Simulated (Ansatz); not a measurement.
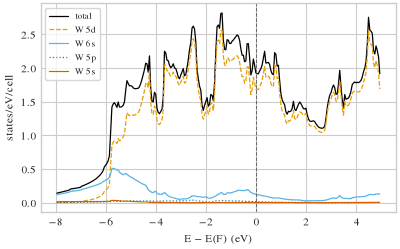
Figure. Total and projected density of states of W (hcp (Mg type), P6_3/mmc), DFT-LDA in the program Ansatz with PAW potentials

**Question.** Which orbitals carry the states next to the Fermi level?

**Answer.** Within 0.5 eV of the Fermi level: W 5d 87 %, W 6s 6 %, outside the projected shells 5 %. Projections are on Löwdin-orthogonalised atomic valence shells; empty p or d shells of many metals are not among them.

**Question.** Where is the tallest occupied peak in this window, and what makes it?

**Answer.** Near -1.4 eV, about 2.8 states/eV per cell; the largest projected share is W 5d.

The first step of the workflow began from a Materials Project structure, measured or hypothetical; the Crystallography Open Database copy checked does not list it. It is not the phase usual at ambient conditions (space group No. 229). Symmetry was held in the LDA relaxation; whether a distortion lowers the energy is not shown. The run is not spin-polarised. Spin–orbit coupling is left out wherever it is not named.

Potentials: the earlier of the program's two PAW sets. The files were generated under PBE; for other functionals the program regenerates the frozen cores, and for LDA and PBEsol the local potential too.
